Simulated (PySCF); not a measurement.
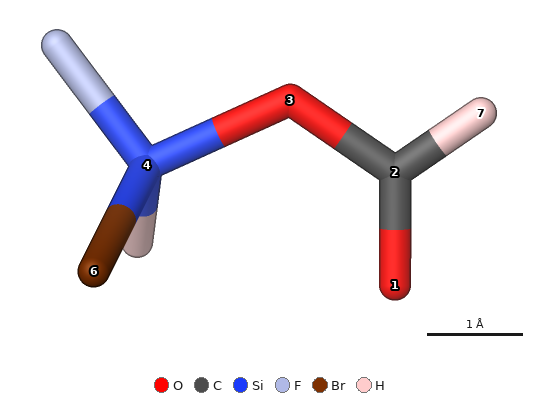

Figure 1. The structure (stick view, seen at a tilt; atoms are numbered from 1 in the order of the input).

**CH2BrFO2Si: energy and gradient calculation**

- system: CH2BrFO2Si
- method: HF/def2-SVP, RHF (PySCF 2.14.0)

The geometry comes from this level: PBE0-D4/def2-TZVP. Figures and captions count atoms from 1; the log counts them from 0 in places.

What the program printed
```
PySCF version 2.14.0

[INPUT] num. atoms = 8
[INPUT] num. electrons = 82
[INPUT] charge = 0
[INPUT] spin (= nelec alpha-beta = 2S) = 0
[INPUT] symmetry False subgroup None
[INPUT] Mole.unit = angstrom
[INPUT] Symbol           X                Y                Z      unit          X                Y                Z       unit  Magmom
[INPUT]  1 O     -0.066700000000  -1.389300000000   1.332000000000 AA   -0.126044732508  -2.625396504858   2.517115197921 Bohr   0.0
[INPUT]  2 C      0.909900000000  -0.951300000000   0.804000000000 AA    1.719461800742  -1.797696462299   1.519339804150 Bohr   0.0
[INPUT]  3 O      0.892600000000  -0.017800000000  -0.158000000000 AA    1.686769538787  -0.033637125017  -0.298576727681 Bohr   0.0
[INPUT]  4 Si    -0.549900000000   0.604100000000  -0.716800000000 AA   -1.039160395898   1.141583551850  -1.354555686088 Bohr   0.0
[INPUT]  5 F     -0.103800000000   1.472000000000  -1.959100000000 AA   -0.196153571730   2.781676855360  -3.702162450635 Bohr   0.0
[INPUT]  6 Br    -1.455900000000   1.923500000000   0.767600000000 AA   -2.751252264754   3.634888200601   1.450553773216 Bohr   0.0
[INPUT]  7 H      1.939900000000  -1.254700000000   1.034400000000 AA    3.665879709044  -2.371039368492   1.954732703250 Bohr   0.0
[INPUT]  8 H     -1.474000000000  -0.443600000000  -1.160000000000 AA   -2.785456307609  -0.838282508857  -2.192082304495 Bohr   0.0

nuclear repulsion = 523.208715758239
number of shells = 50
number of NR pGTOs = 220
number of NR cGTOs = 116
basis = def2-svp
ecp = {}

******** <class 'pyscf.scf.hf.RHF'> ********
method = RHF
initial guess = minao
damping factor = 0
level_shift factor = 0
DIIS = <class 'pyscf.scf.diis.CDIIS'>
diis_start_cycle = 1
diis_space = 8
diis_damp = 0
SCF conv_tol = 1e-10
SCF conv_tol_grad = None
SCF max_cycles = 50
direct_scf = True
direct_scf_tol = 1e-13
Set gradient conv threshold to 1e-05
Initial guess from minao.
init E= -3148.83340302775
  HOMO = -0.381756310918219  LUMO = 0.0405642775407076  gap/eV = 11.49193
cycle= 1 E= -3148.88379796304  delta_E= -0.0504  |g|= 0.923  |ddm|= 2.96
  HOMO = -0.423346182485195  LUMO = 0.0831117343862706  gap/eV = 13.78142
cycle= 2 E= -3149.00533660024  delta_E= -0.122  |g|= 0.609  |ddm|= 1.12
  HOMO = -0.445860121657634  LUMO = 0.12406581927046  gap/eV = 15.50847
cycle= 3 E= -3149.07180751875  delta_E= -0.0665  |g|= 0.0748  |ddm|= 0.458
  HOMO = -0.444672652905969  LUMO = 0.139738162594869  gap/eV = 15.90263
cycle= 4 E= -3149.07349471812  delta_E= -0.00169  |g|= 0.0371  |ddm|= 0.092
  HOMO = -0.444324227819631  LUMO = 0.139779674131997  gap/eV = 15.89428
cycle= 5 E= -3149.07388175295  delta_E= -0.000387  |g|= 0.00925  |ddm|= 0.0419
  HOMO = -0.444304216256399  LUMO = 0.138801093399207  gap/eV = 15.86710
cycle= 6 E= -3149.07393774018  delta_E= -5.6e-05  |g|= 0.00474  |ddm|= 0.0166
  HOMO = -0.44441412855726  LUMO = 0.139275657275252  gap/eV = 15.88301
cycle= 7 E= -3149.07395411775  delta_E= -1.64e-05  |g|= 0.0015  |ddm|= 0.0112
  HOMO = -0.444355352737196  LUMO = 0.139326118949523  gap/eV = 15.88278
cycle= 8 E= -3149.0739555324  delta_E= -1.41e-06  |g|= 0.00045  |ddm|= 0.00334
  HOMO = -0.444369990560317  LUMO = 0.139346905692975  gap/eV = 15.88375
cycle= 9 E= -3149.07395562669  delta_E= -9.43e-08  |g|= 0.000123  |ddm|= 0.000821
  HOMO = -0.444363067261237  LUMO = 0.139345919579908  gap/eV = 15.88353
cycle= 10 E= -3149.073955634  delta_E= -7.31e-09  |g|= 3.44e-05  |ddm|= 0.000228
  HOMO = -0.444362218377161  LUMO = 0.13934403205204  gap/eV = 15.88346
cycle= 11 E= -3149.07395563465  delta_E= -6.48e-10  |g|= 1.33e-05  |ddm|= 6.92e-05
  HOMO = -0.444362165447583  LUMO = 0.139343004392692  gap/eV = 15.88343
cycle= 12 E= -3149.07395563472  delta_E= -7.19e-11  |g|= 3.45e-06  |ddm|= 2.32e-05
  HOMO = -0.444361740840519  LUMO = 0.139343248462236  gap/eV = 15.88342
```

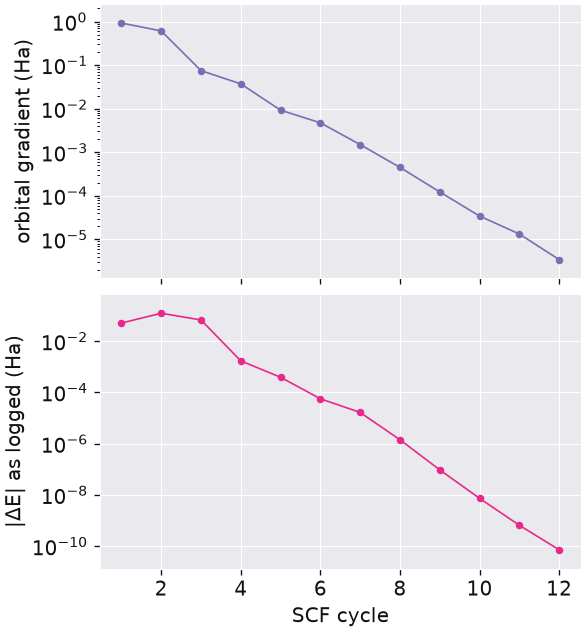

Figure 2. Convergence of the self-consistent field: orbital gradient and size of the energy change against the SCF cycle. The residual falls at every step.

```
Extra cycle  E= -3149.07395563474  delta_E= -1.73e-11  |g|= 1.76e-06  |ddm|= 5.25e-06
converged SCF energy = -3149.07395563474
E(HF) = -3149.073955635

******** <class 'pyscf.grad.rhf.Gradients'> for <class 'pyscf.scf.hf.RHF'> ********
unit = Eh/Bohr
--------------- RHF gradients ---------------
         x                y                z
0 O    -0.0310464091    -0.0155292136     0.0189144806
1 C     0.0172028693     0.0057465963    -0.0075057577
2 O     0.0063185110     0.0148709509    -0.0160755191
3 Si     0.0058261028     0.0074425463     0.0014364193
4 F    -0.0019687161    -0.0058282331     0.0078035813
5 Br     0.0017541611    -0.0029441934    -0.0026100605
6 H     0.0051173231    -0.0000660836    -0.0003332224
7 H    -0.0032038420    -0.0036923697    -0.0016299216
----------------------------------------------
**** SCF Summaries ****
Total Energy =                       -3149.073955634739377
Nuclear Repulsion Energy =             523.208715758238782
One-electron Energy =                -5423.651954447809658
Two-electron Energy =                 1751.369283054831840
Two-electron Coulomb Energy =         1893.996709722134938
DFT Exchange-Correlation Energy =     -142.627426667303098
HOMO-LUMO gap [eV] =                    15.883421785717225
**** MO energy ****
MO #1   energy= -489.988050227858  occ= 2
MO #2   energy= -68.8925987832084  occ= 2
MO #3   energy= -65.1573053584117  occ= 2
MO #4   energy= -58.5288706991944  occ= 2
MO #5   energy= -58.5279528330855  occ= 2
MO #6   energy= -58.5279320189188  occ= 2
MO #7   energy= -26.3061759293441  occ= 2
MO #8   energy= -20.6240653598658  occ= 2
MO #9   energy= -20.5818480604695  occ= 2
MO #10  energy= -11.4224724136506  occ= 2
MO #11  energy= -9.84925212257304  occ= 2
MO #12  energy= -7.46426743434034  occ= 2
MO #13  energy= -7.45803887842586  occ= 2
MO #14  energy= -7.4578869309183   occ= 2
MO #15  energy= -6.25040326768461  occ= 2
MO #16  energy= -4.36292845375311  occ= 2
MO #17  energy= -4.36218270588745  occ= 2
MO #18  energy= -4.36037688532958  occ= 2
MO #19  energy= -3.20606637310807  occ= 2
MO #20  energy= -3.20339664961615  occ= 2
MO #21  energy= -3.20324246067212  occ= 2
MO #22  energy= -3.19689950069172  occ= 2
MO #23  energy= -3.19689719293895  occ= 2
MO #24  energy= -1.59373412836109  occ= 2
MO #25  energy= -1.47764666389257  occ= 2
MO #26  energy= -1.3771231142349   occ= 2
MO #27  energy= -1.04116835641065  occ= 2
MO #28  energy= -0.909776038661003 occ= 2
MO #29  energy= -0.781960770335139 occ= 2
MO #30  energy= -0.755849354966151 occ= 2
MO #31  energy= -0.715703144101012 occ= 2
MO #32  energy= -0.702824370518906 occ= 2
MO #33  energy= -0.684233751806137 occ= 2
MO #34  energy= -0.665842553913671 occ= 2
MO #35  energy= -0.637789817307855 occ= 2
MO #36  energy= -0.567126665284154 occ= 2
MO #37  energy= -0.532881855172027 occ= 2
MO #38  energy= -0.499519406674386 occ= 2
MO #39  energy= -0.494380564204298 occ= 2
MO #40  energy= -0.445651368170264 occ= 2
MO #41  energy= -0.444361740840519 occ= 2
MO #42  energy= 0.139343248462236  occ= 0
MO #43  energy= 0.172510088473333  occ= 0
MO #44  energy= 0.173642857340331  occ= 0
MO #45  energy= 0.194091455611385  occ= 0
MO #46  energy= 0.209268900039605  occ= 0
MO #47  energy= 0.252680668102475  occ= 0
MO #48  energy= 0.298068040470032  occ= 0
MO #49  energy= 0.387951350906218  occ= 0
MO #50  energy= 0.419982899451503  occ= 0
MO #51  energy= 0.429628609237163  occ= 0
MO #52  energy= 0.534869631941555  occ= 0
MO #53  energy= 0.542973297893998  occ= 0
MO #54  energy= 0.563767884975129  occ= 0
MO #55  energy= 0.587518136113894  occ= 0
MO #56  energy= 0.6345555833348    occ= 0
MO #57  energy= 0.659274668818267  occ= 0
MO #58  energy= 0.673035717183277  occ= 0
MO #59  energy= 0.706028259240356  occ= 0
MO #60  energy= 0.71739304039134   occ= 0
MO #61  energy= 0.725808597766465  occ= 0
MO #62  energy= 0.733775386934142  occ= 0
MO #63  energy= 0.798346757145573  occ= 0
MO #64  energy= 0.809829723755366  occ= 0
MO #65  energy= 0.815037193309188  occ= 0
MO #66  energy= 0.899509202934995  occ= 0
MO #67  energy= 0.942649945760031  occ= 0
MO #68  energy= 0.952668349969632  occ= 0
MO #69  energy= 0.989061119695415  occ= 0
MO #70  energy= 1.00732122559476   occ= 0
MO #71  energy= 1.07591999761323   occ= 0
MO #72  energy= 1.11014656072971   occ= 0
MO #73  energy= 1.16075658107975   occ= 0
MO #74  energy= 1.26803133968771   occ= 0
MO #75  energy= 1.31376575290143   occ= 0
MO #76  energy= 1.33592946080871   occ= 0
MO #77  energy= 1.34828293754571   occ= 0
MO #78  energy= 1.40294159198591   occ= 0
MO #79  energy= 1.50775242219936   occ= 0
MO #80  energy= 1.55522331677879   occ= 0
MO #81  energy= 1.57839102654911   occ= 0
MO #82  energy= 1.58371763368702   occ= 0
MO #83  energy= 1.61622846499028   occ= 0
MO #84  energy= 1.64682327197278   occ= 0
MO #85  energy= 1.70408234873562   occ= 0
MO #86  energy= 1.83896570182742   occ= 0
MO #87  energy= 1.89551446644325   occ= 0
MO #88  energy= 1.90449341053642   occ= 0
MO #89  energy= 1.92488569698162   occ= 0
MO #90  energy= 2.02215901987904   occ= 0
MO #91  energy= 2.05935592935742   occ= 0
MO #92  energy= 2.25046718669225   occ= 0
MO #93  energy= 2.29878932472717   occ= 0
MO #94  energy= 2.38429181319874   occ= 0
MO #95  energy= 2.67506367626325   occ= 0
MO #96  energy= 2.87762305894351   occ= 0
MO #97  energy= 2.95522138216494   occ= 0
MO #98  energy= 3.00123781093412   occ= 0
MO #99  energy= 3.05256202798363   occ= 0
MO #100 energy= 3.22517119700742   occ= 0
MO #101 energy= 3.24928942286154   occ= 0
MO #102 energy= 3.40890049751204   occ= 0
MO #103 energy= 3.43563749850826   occ= 0
MO #104 energy= 3.47485356178307   occ= 0
MO #105 energy= 3.52469385415528   occ= 0
MO #106 energy= 3.56366758521654   occ= 0
MO #107 energy= 3.57212797649059   occ= 0
MO #108 energy= 3.6607599940719    occ= 0
MO #109 energy= 3.87790446811255   occ= 0
MO #110 energy= 3.88910224684784   occ= 0
MO #111 energy= 3.94159255601325   occ= 0
MO #112 energy= 3.95279832670255   occ= 0
MO #113 energy= 3.97301876669635   occ= 0
MO #114 energy= 3.98698068589266   occ= 0
MO #115 energy= 4.02581772052425   occ= 0
MO #116 energy= 4.14165070278983   occ= 0
 ** Mulliken pop on meta-lowdin orthogonal AOs  **
 ** Mulliken pop  **
pop of  0 O 1s            1.99997
pop of  0 O 2s            1.65790
pop of  0 O 3s            0.00968
pop of  0 O 2px           1.61719
pop of  0 O 2py           1.58996
pop of  0 O 2pz           1.57907
pop of  0 O 3px           0.00386
pop of  0 O 3py           0.00246
pop of  0 O 3pz           0.00247
pop of  0 O 3dxy          0.00354
pop of  0 O 3dyz          0.00121
pop of  0 O 3dz^2         0.00170
pop of  0 O 3dxz          0.00422
pop of  0 O 3dx2-y2       0.00274
pop of  1 C 1s            1.99996
pop of  1 C 2s            0.88637
pop of  1 C 3s            0.01225
pop of  1 C 2px           1.00294
pop of  1 C 2py           0.73986
pop of  1 C 2pz           0.73511
pop of  1 C 3px           0.01815
pop of  1 C 3py           0.01092
pop of  1 C 3pz           0.01277
pop of  1 C 3dxy          0.00465
pop of  1 C 3dyz          0.00491
pop of  1 C 3dz^2         0.00529
pop of  1 C 3dxz          0.00442
pop of  1 C 3dx2-y2       0.00619
pop of  2 O 1s            1.99997
pop of  2 O 2s            1.59400
pop of  2 O 3s            0.00352
pop of  2 O 2px           1.77273
pop of  2 O 2py           1.62380
pop of  2 O 2pz           1.62284
pop of  2 O 3px           0.00494
pop of  2 O 3py           0.00358
pop of  2 O 3pz           0.00328
pop of  2 O 3dxy          0.00113
pop of  2 O 3dyz          0.00202
pop of  2 O 3dz^2         0.00117
pop of  2 O 3dxz          0.00105
pop of  2 O 3dx2-y2       0.00219
pop of  3 Si 1s           1.99999
pop of  3 Si 2s           1.99988
pop of  3 Si 3s           0.86254
pop of  3 Si 4s           0.01317
pop of  3 Si 2px          1.99998
pop of  3 Si 2py          1.99998
pop of  3 Si 2pz          1.99998
pop of  3 Si 3px          0.56077
pop of  3 Si 3py          0.59418
pop of  3 Si 3pz          0.47693
pop of  3 Si 4px          0.01664
pop of  3 Si 4py          0.01619
pop of  3 Si 4pz          0.01568
pop of  3 Si 3dxy         0.02028
pop of  3 Si 3dyz         0.01777
pop of  3 Si 3dz^2        0.01517
pop of  3 Si 3dxz         0.01755
pop of  3 Si 3dx2-y2      0.00930
pop of  4 F 1s            1.99998
pop of  4 F 2s            1.82430
pop of  4 F 3s            0.00192
pop of  4 F 2px           1.92415
pop of  4 F 2py           1.90092
pop of  4 F 2pz           1.85540
pop of  4 F 3px           0.00155
pop of  4 F 3py           0.00155
pop of  4 F 3pz           0.00132
pop of  4 F 3dxy          0.00059
pop of  4 F 3dyz          0.00217
pop of  4 F 3dz^2         0.00152
pop of  4 F 3dxz          0.00114
pop of  4 F 3dx2-y2       0.00057
pop of  5 Br 1s           2.00000
pop of  5 Br 2s           1.99995
pop of  5 Br 3s           1.99872
pop of  5 Br 4s           1.88765
pop of  5 Br 5s           0.00237
pop of  5 Br 2px          1.99999
pop of  5 Br 2py          1.99999
pop of  5 Br 2pz          1.99999
pop of  5 Br 3px          1.99994
pop of  5 Br 3py          1.99993
pop of  5 Br 3pz          1.99993
pop of  5 Br 4px          1.85460
pop of  5 Br 4py          1.76547
pop of  5 Br 4pz          1.72185
pop of  5 Br 5px          0.00092
pop of  5 Br 5py          0.00118
pop of  5 Br 5pz          0.00099
pop of  5 Br 3dxy         1.99999
pop of  5 Br 3dyz         1.99999
pop of  5 Br 3dz^2        1.99999
pop of  5 Br 3dxz         1.99999
pop of  5 Br 3dx2-y2      1.99999
pop of  5 Br 4dxy         0.00387
pop of  5 Br 4dyz         0.00805
pop of  5 Br 4dz^2        0.00311
pop of  5 Br 4dxz         0.00457
pop of  5 Br 4dx2-y2      0.00207
pop of  5 Br 5dxy         0.00001
pop of  5 Br 5dyz         0.00002
pop of  5 Br 5dz^2        0.00002
pop of  5 Br 5dxz         0.00002
pop of  5 Br 5dx2-y2      0.00002
pop of  6 H 1s            0.88304
pop of  6 H 2s            0.01507
pop of  6 H 2px           0.00241
pop of  6 H 2py           0.00061
pop of  6 H 2pz           0.00056
pop of  7 H 1s            1.12166
pop of  7 H 2s            0.00543
pop of  7 H 2px           0.00271
pop of  7 H 2py           0.00347
pop of  7 H 2pz           0.00078
 ** Mulliken atomic charges  **
charge of    0O =     -0.47598
charge of    1C =      0.55622
charge of    2O =     -0.63620
charge of    3Si =      1.36399
charge of    4F =     -0.51708
charge of    5Br =     -0.25521
charge of    6H =      0.09832
charge of    7H =     -0.13406
Dipole moment(X, Y, Z, Debye):  1.17090, -0.77518, -0.34512
```

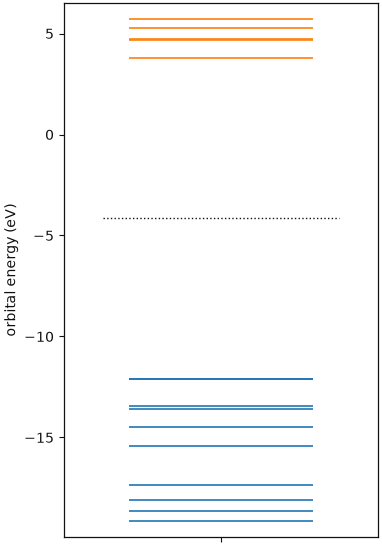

Figure 3. Orbital energies near the frontier; the dotted line parts filled from empty levels, and levels within 0.02 eV of each other stand side by side. Highest filled −12.09 eV, lowest empty 3.79 eV, 15.88 eV apart.

This output came from the following input.

Input (run.py)
```python
import pyscf.grad
from pyscf import gto, scf

mol = gto.M(
    atom='geometry.xyz',
    spin=0,
    charge=0,
    basis='def2-svp',
    max_memory=1860,
    verbose=4,
)

mf = scf.RHF(mol)
mf.conv_tol = 1e-10
mf.kernel()
if not mf.converged:
    mf = mf.newton().run(mf.mo_coeff, mf.mo_occ)

e_final = mf.e_tot
print('E(%s) = %.9f' % ('HF', e_final))
grad = mf.Gradients().kernel()
mf.analyze()
```

File geometry.xyz
```
8
CH2BrFO2Si
O     -0.066700    -1.389300     1.332000
C      0.909900    -0.951300     0.804000
O      0.892600    -0.017800    -0.158000
Si    -0.549900     0.604100    -0.716800
F     -0.103800     1.472000    -1.959100
Br    -1.455900     1.923500     0.767600
H      1.939900    -1.254700     1.034400
H     -1.474000    -0.443600    -1.160000
```

Launched with:
```bash
OMP_NUM_THREADS=1 python run.py
```

Key numbers

```csv
quantity,value
outcome,converged
total energy,−3149.073956 hartree
basis functions,116
largest force,2.033 eV/Å
HOMO,−12.09 eV
LUMO,3.79 eV
dipole moment,1.45 D
hardware,"1 thread of Intel Xeon @ 2.50GHz (Skylake/Cascade Lake), 189 GiB of memory available, shared host"
wall time,36 s
peak memory,0.29 GiB
```
